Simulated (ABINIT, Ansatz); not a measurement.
**Sr (Strontium): phonons by linear response**

Aim: the phonon dispersion of Sr (Strontium), checked by a second program.

Calculated with ABINIT 10.8.3; DFT PBE, scalar-relativistic, plane waves, PseudoDojo norm-conserving pseudopotentials.

### 1. The starting structure

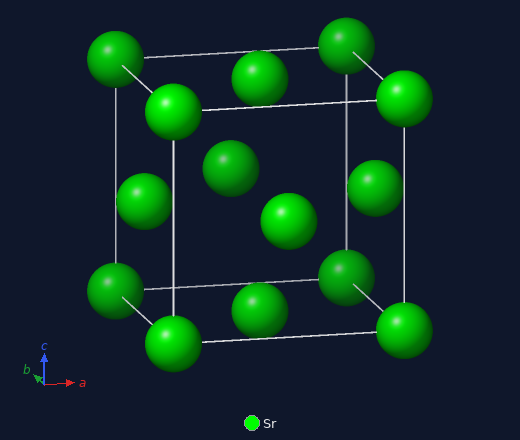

Start, viewed slightly off an axis; strontium green. This picture shows the conventional cell, with its axes. Some periodic images of atoms are drawn too.

### 2. A probe with smearing

A first run with smearing and empty bands tells whether the crystal has a gap, which decides between fixed occupations and smearing later on.

probe.abi reads:

```
# ground state
tolvrs 1.0d-08
prtden 1
prtwf 1

# basis, mesh and filling
ecut 28.0
ngkpt 6 6 6
nshiftk 1
shiftk 0.0 0.0 0.0
istwfk *1
occopt 7
tsmear 0.005
nband 11
nstep 100
diemac 9.0
prtebands 0
prtgsr 0

# cell and atoms
acell 3*1.0 Angstrom
rprim 
    0.0 3.04235 3.04235
    3.04235 0.0 3.04235
    3.04235 3.04235 0.0
ntypat 1
znucl 38
natom 1
typat 1
xred 
    0.0 0.0 0.0
pp_dirpath "./pseudo"
pseudos "Sr.upf"
```

Run with:

```
OMP_NUM_THREADS=1 mpirun -n 4 abinit probe.abi > probe.log
```

Numbers of over 12 decimals in the logs are rounded to 6 here.

probe.abo, the main output file:

```text
[banners, grids, parts of the stress and lines that vanish by symmetry left out]
- input  file    -> probe.abi
- output file    -> probe.abo
- root for input  files -> probei
[...]
Symmetries : space group Fm -3 m (#225); Bravais cF (face-center cubic)
[...]
mpw =        2733          nfft =       64000          nkpt =          16
[...]
== DATASET  1 ==================================================================
[...]
cutoff_energies: {ecut:  28.0, pawecutdg:  -1.0, }
[...]
ETOT  1  -34.224798661256    -3.422E+01 3.126E-02 9.262E-01
 ETOT  2  -34.232766845119    -7.968E-03 3.273E-04 8.012E-02
 ETOT  3  -34.232771065894    -4.221E-06 3.269E-04 2.163E-03
 ETOT  4  -34.232771415110    -3.492E-07 1.634E-04 1.546E-04
 ETOT  5  -34.232771422699    -7.589E-09 2.128E-04 9.182E-06
 ETOT  6  -34.232771423552    -8.537E-10 1.607E-04 4.647E-08
 ETOT  7  -34.232771423558    -5.286E-12 1.579E-04 1.630E-09
 At SCF step    7       vres2   =  1.63E-09 < tolvrs=  1.00E-08 =>converged.
[...]
sigma(1 1)=  1.84591442E-05  sigma(3 2)=  0.00000000E+00
  sigma(2 2)=  1.84591442E-05  sigma(3 1)=  0.00000000E+00
  sigma(3 3)=  1.84591442E-05  sigma(2 1)=  0.00000000E+00
[...]
convergence: {deltae: -5.286E-12, res2:  1.630E-09, residm:  1.579E-04, diffor: null, }
etotal    :  -3.42327714E+01
[...]
sigma(1 1)=  1.84591442E-05  sigma(3 2)=  0.00000000E+00
  sigma(2 2)=  1.84591442E-05  sigma(3 1)=  0.00000000E+00
  sigma(3 3)=  1.84591442E-05  sigma(2 1)=  0.00000000E+00
[...]
- sigma(1 1)=  5.43086772E-01  sigma(3 2)=  0.00000000E+00
- sigma(2 2)=  5.43086772E-01  sigma(3 1)=  0.00000000E+00
- sigma(3 3)=  5.43086772E-01  sigma(2 1)=  0.00000000E+00
[...]
fcart     -0.0000000000E+00 -0.0000000000E+00 -0.0000000000E+00
           strten      1.8459144190E-05  1.8459144190E-05  1.8459144190E-05
================================================================================

[key lines of the parts left out:]
pressure_GPa:  -5.4309E-01
```

Run time: 3.7 s. Hardware: 4 MPI ranks of Arm Neoverse V2, shared host; 14 s of CPU time.

This step gave:

- volume per atom: 56.32 Å³
- pressure: -0.5431 GPa
- gap on the k-mesh: 0.03701 eV

A gap of 0.037 eV on this mesh is too small to trust, so smearing is kept; the printed pressure holds the stress of the finite basis too.

### 3. Relaxing the cell and atoms

The harmonic expansion needs vanishing forces, and a free crystal bears no stress, so cell and atoms are brought to rest. Stress is more sensitive to the basis than forces are: the last 3 Ha under the cutoff are smoothed with ecutsm, and the cutoff is raised above that of the later runs.

relax.abi reads:

```
# relaxation
ionmov 2
optcell 2
dilatmx 1.08
ntime 40
tolmxf 1.0d-05
tolvrs 1.0d-14
prtwf 0
prtden 0
chksymtnons 0

# basis, mesh and filling
ecut 35.0
ecutsm 3.0
ngkpt 10 10 10
nshiftk 1
shiftk 0.0 0.0 0.0
istwfk *1
occopt 7
tsmear 0.001
nband 11
nstep 100
diemac 9.0
prtebands 0
prtgsr 0

# cell and atoms
acell 3*1.0 Angstrom
rprim 
    0.0 3.04235 3.04235
    3.04235 0.0 3.04235
    3.04235 3.04235 0.0
ntypat 1
znucl 38
natom 1
typat 1
xred 
    0.0 0.0 0.0
pp_dirpath "./pseudo"
pseudos "Sr.upf"
```

Run with:

```
OMP_NUM_THREADS=1 mpirun -n 4 abinit relax.abi > relax.log
```

relax.abo, the main output file:

```text
[banners, grids, parts of the stress and lines that vanish by symmetry left out]
- input  file    -> relax.abi
- output file    -> relax.abo
- root for input  files -> relaxi
[...]
Symmetries : space group Fm -3 m (#225); Bravais cF (face-center cubic)
[...]
mpw =        4766          nfft =      110592          nkpt =          47
[...]
== DATASET  1 ==================================================================
[...]
cutoff_energies: {ecut:  35.0, pawecutdg:  -1.0, }
[...]
ETOT  1  -34.224932509247    -3.422E+01 4.246E-02 1.634E+00
 ETOT  2  -34.233486304904    -8.554E-03 1.731E-02 7.640E-02
 ETOT  3  -34.233487947503    -1.643E-06 1.002E-03 1.589E-03
 ETOT  4  -34.233488015984    -6.848E-08 9.557E-04 1.406E-04
 ETOT  5  -34.233488021865    -5.881E-09 9.170E-04 2.039E-06
[...]
At SCF step   10       vres2   =  1.48E-16 < tolvrs=  1.00E-14 =>converged.
[...]
sigma(1 1)=  1.12890737E-05  sigma(3 2)=  0.00000000E+00
  sigma(2 2)=  1.12890737E-05  sigma(3 1)=  0.00000000E+00
  sigma(3 3)=  1.12890737E-05  sigma(2 1)=  0.00000000E+00
[...]
convergence: {deltae: -1.002E-12, res2:  1.485E-16, residm:  6.933E-05, diffor: null, }
etotal    :  -3.42334880E+01
[...]
ETOT  1  -34.233490276650    -3.423E+01 1.211E-02 3.777E-02
[...]
At SCF step    9       vres2   =  5.63E-17 < tolvrs=  1.00E-14 =>converged.
[...]
sigma(1 1)=  1.09560778E-05  sigma(3 2)=  0.00000000E+00
  sigma(2 2)=  1.09560778E-05  sigma(3 1)=  0.00000000E+00
  sigma(3 3)=  1.09560778E-05  sigma(2 1)=  0.00000000E+00
[...]
convergence: {deltae: -6.963E-13, res2:  5.630E-17, residm:  1.173E-05, diffor: null, }
etotal    :  -3.42334923E+01
[...]
ETOT  1  -34.231598683455    -3.423E+01 5.381E+00 3.702E+01
[...]
At SCF step   10       vres2   =  2.22E-16 < tolvrs=  1.00E-14 =>converged.
[...]
sigma(1 1)= -5.84637217E-07  sigma(3 2)=  0.00000000E+00
  sigma(2 2)= -5.84637217E-07  sigma(3 1)=  0.00000000E+00
  sigma(3 3)= -5.84637217E-07  sigma(2 1)=  0.00000000E+00
[...]
convergence: {deltae:  5.059E-12, res2:  2.220E-16, residm:  6.142E-07, diffor: null, }
etotal    :  -3.42335573E+01
[...]
ETOT  1  -34.233552538094    -3.423E+01 2.349E-07 9.261E-02
[...]
ETOT  8  -34.233557468901     1.059E-12 5.279E-07 2.299E-14
 ETOT  9  -34.233557468901    -1.492E-13 1.540E-07 9.902E-17
 At SCF step    9       vres2   =  9.90E-17 < tolvrs=  1.00E-14 =>converged.
[...]
sigma(1 1)=  2.17531865E-08  sigma(3 2)=  0.00000000E+00
  sigma(2 2)=  2.17531865E-08  sigma(3 1)=  0.00000000E+00
  sigma(3 3)=  2.17531865E-08  sigma(2 1)=  0.00000000E+00
[...]
convergence: {deltae: -1.492E-13, res2:  9.902E-17, residm:  1.540E-07, diffor: null, }
etotal    :  -3.42335575E+01
[...]
At Broyd/MD step   4, gradients are converged :
[...]
sigma(1 1)=  2.17531865E-08  sigma(3 2)=  0.00000000E+00
  sigma(2 2)=  2.17531865E-08  sigma(3 1)=  0.00000000E+00
  sigma(3 3)=  2.17531865E-08  sigma(2 1)=  0.00000000E+00
[...]
- sigma(1 1)=  6.40000842E-04  sigma(3 2)=  0.00000000E+00
- sigma(2 2)=  6.40000842E-04  sigma(3 1)=  0.00000000E+00
- sigma(3 3)=  6.40000842E-04  sigma(2 1)=  0.00000000E+00
[...]
fcart     -0.0000000000E+00 -0.0000000000E+00 -0.0000000000E+00
           strten      2.1753186474E-08  2.1753186475E-08  2.1753186475E-08
================================================================================

[key lines of the parts left out:]
pressure_GPa:  -6.4000E-04
Total energy (etotal) [Ha]= -3.42335574689007E+01
```

The job ended after 51 s (4 MPI ranks; 3.4 min of CPU time).

Relaxation path:

| step | energy less that of the first step (eV) | largest force (eV/Å) | volume (Å³) |
| --- | --- | --- | --- |
| 1 | 0.0000 | 0.0000 | 56.32 |
| 2 | -0.0001 | 0.0000 | 56.26 |
| 3 | -0.0019 | 0.0000 | 54.46 |
| 4 | -0.0019 | 0.0000 | 54.55 |

| conventional cell, symmetrised | before | after | change |
| --- | --- | --- | --- |
| a (Å) | 6.085 | 6.020 | -1.1 % |
| b (Å) | 6.085 | 6.020 | -1.1 % |
| c (Å) | 6.085 | 6.020 | -1.1 % |
| volume (Å³/atom) | 56.32 | 54.55 | -3.1 % |

The relaxed structure:

```cif
data_structure
_symmetry_space_group_name_H-M 'P 1'
_symmetry_Int_Tables_number 1
_cell_length_a 4.2570
_cell_length_b 4.2570
_cell_length_c 4.2570
_cell_angle_alpha 60.000
_cell_angle_beta 60.000
_cell_angle_gamma 60.000
_cell_volume 54.55
loop_
_atom_site_label
_atom_site_type_symbol
_atom_site_fract_x
_atom_site_fract_y
_atom_site_fract_z
_atom_site_occupancy
Sr1 Sr 0.00000 0.00000 0.00000 1
```

Read from the output:

* volume per atom: 54.55 Å³
* pressure: -6.40e-4 GPa
* gap on the k-mesh: 0 eV

The volume changes by -3.1 % in this run and stands -3.1 % from the first cell.

### 4. Self-consistent run for the response

First-order wavefunctions inherit every error of the ground state, hence the very tight tolvrs. Smearing stays on, as the first look found no gap above 0.3 eV.

gs.abi reads:

```
# ground state
tolvrs 1.0d-16
prtden 1
prtwf 1

# basis, mesh and filling
ecut 28.0
ngkpt 12 12 12
nshiftk 1
shiftk 0.0 0.0 0.0
istwfk *1
occopt 7
tsmear 0.001
nband 11
nstep 100
diemac 9.0
prtebands 0
prtgsr 0

# cell and atoms
acell 3*1.0 Angstrom
rprim 
    0.0 3.010158422 3.010158422
    3.010158422 0.0 3.010158422
    3.010158422 3.010158422 0.0
ntypat 1
znucl 38
natom 1
typat 1
xred 
    0.0 0.0 0.0
pp_dirpath "./pseudo"
pseudos "Sr.upf"
```

Run with:

```
OMP_NUM_THREADS=1 mpirun -n 4 abinit gs.abi > gs.log
```

gs.abo, the main output file:

```text
[banners, grids, parts of the stress and lines that vanish by symmetry left out]
- input  file    -> gs.abi
- output file    -> gs.abo
- root for input  files -> gsi
[...]
Symmetries : space group Fm -3 m (#225); Bravais cF (face-center cubic)
[...]
mpw =        2661          nfft =       64000          nkpt =          72
[...]
== DATASET  1 ==================================================================
[...]
cutoff_energies: {ecut:  28.0, pawecutdg:  -1.0, }
[...]
ETOT  1  -34.225726996177    -3.423E+01 5.413E-02 8.953E-01
 ETOT  2  -34.233274122436    -7.547E-03 4.220E-03 5.035E-02
 ETOT  3  -34.233276647121    -2.525E-06 5.785E-03 1.346E-03
 ETOT  4  -34.233276809260    -1.621E-07 9.192E-04 1.126E-04
 ETOT  5  -34.233276815449    -6.189E-09 4.243E-04 3.275E-06
[...]
ETOT  9  -34.233276815746    -3.290E-12 3.181E-05 3.364E-14
 ETOT 10  -34.233276815744     2.792E-12 3.052E-05 9.799E-17
 At SCF step   10       vres2   =  9.80E-17 < tolvrs=  1.00E-16 =>converged.
[...]
sigma(1 1)=  1.00758794E-05  sigma(3 2)=  0.00000000E+00
  sigma(2 2)=  1.00758794E-05  sigma(3 1)=  0.00000000E+00
  sigma(3 3)=  1.00758794E-05  sigma(2 1)=  0.00000000E+00
[...]
convergence: {deltae:  2.792E-12, res2:  9.799E-17, residm:  3.052E-05, diffor: null, }
etotal    :  -3.42332768E+01
[...]
sigma(1 1)=  1.00758794E-05  sigma(3 2)=  0.00000000E+00
  sigma(2 2)=  1.00758794E-05  sigma(3 1)=  0.00000000E+00
  sigma(3 3)=  1.00758794E-05  sigma(2 1)=  0.00000000E+00
[...]
- sigma(1 1)=  2.96442608E-01  sigma(3 2)=  0.00000000E+00
- sigma(2 2)=  2.96442608E-01  sigma(3 1)=  0.00000000E+00
- sigma(3 3)=  2.96442608E-01  sigma(2 1)=  0.00000000E+00
[...]
fcart     -0.0000000000E+00 -0.0000000000E+00 -0.0000000000E+00
           strten      1.0075879431E-05  1.0075879431E-05  1.0075879431E-05
================================================================================

[key lines of the parts left out:]
pressure_GPa:  -2.9644E-01
```

Wall time 14 s (4 MPI ranks).

Numbers from this step:

| Item | Value |
| --- | --- |
| pressure | -0.2964 GPa |

The cell stands at -0.30 GPa: the relaxation ran with a smoothed and higher cutoff and on another k mesh.

[end of part 1 of 4]

[Host names and launcher messages were left out of these logs when they were recorded.]

[Logs are printed without paths, hosts, clocks, repeated set-up lines and the standing remarks that a program may print on its own settings, such as how far it seeks lower states.]

[Hosts, paths, dates, database ids (printed as entryN), source tags and the programs' standing remarks are cut or masked in the printed files.]
